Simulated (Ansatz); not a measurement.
**SnH2 (SMILES [H][Sn][H]): the electronic atomisation energy, rung by rung**

SnH2: 3 atoms, total charge 0, spin state singlet. As SMILES, `[H][Sn][H]`. Geometry: a GFN2-xTB relaxation, a rough one for these elements and not checked as a minimum.

```xyz
3

Sn    0.0052   -0.0089   -0.8701
H     1.2365   -0.0178    0.4428
H    -1.2416    0.0266    0.4273
```

Each level gives the electronic atomisation energy (eV). The values are calculated. Electronic energies at fixed atoms, without zero-point motion or spin-orbit coupling.

```tsv
level	kind	program	value (eV)	less FCI/STO-3G	CPU time (all runs)
PBE/STO-3G	GGA	Ansatz	8.53	+1.09	3.1 s
revPBE/STO-3G	GGA	Ansatz	8.42	+0.98	3.2 s
BHLYP/STO-3G	global hybrid	Ansatz	8.30	+0.86	2.5 s
PBE0/STO-3G	global hybrid	Ansatz	8.26	+0.82	2.6 s
wB97M-V/STO-3G	range-separated hybrid	Ansatz	8.91	+1.47	23 s
wB97X/STO-3G	range-separated hybrid	Ansatz	8.35	+0.91	11 s
MP2/STO-3G	perturbation theory	Ansatz	7.05	-0.39	0.69 s
CCSDT/STO-3G	coupled cluster or CI	Ansatz	7.43	-0.01	1.1 s
FCI/STO-3G	exact in the basis	Ansatz	7.44	0.00	0.96 s
```

FCI/STO-3G is exact within its basis and frozen core, so for wave-function methods in that basis the difference is their error; functionals converge differently with the basis, so for them it is only a difference. All-electron rows without a relativistic Hamiltonian named are non-relativistic. The values span 7.05 to 8.91 eV. All rows use very small basis sets, so even the best lies far from the true value. In the correlated wave-function rows the outer d shell of Sn is correlated, in sets not made for it. Times are those of the runs behind each value, whatever else they computed, on shared processors of several kinds: orders of magnitude only.

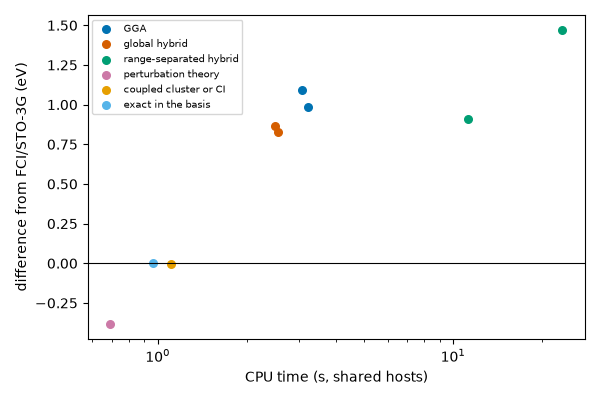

Difference from FCI/STO-3G against processor time, one point a level.
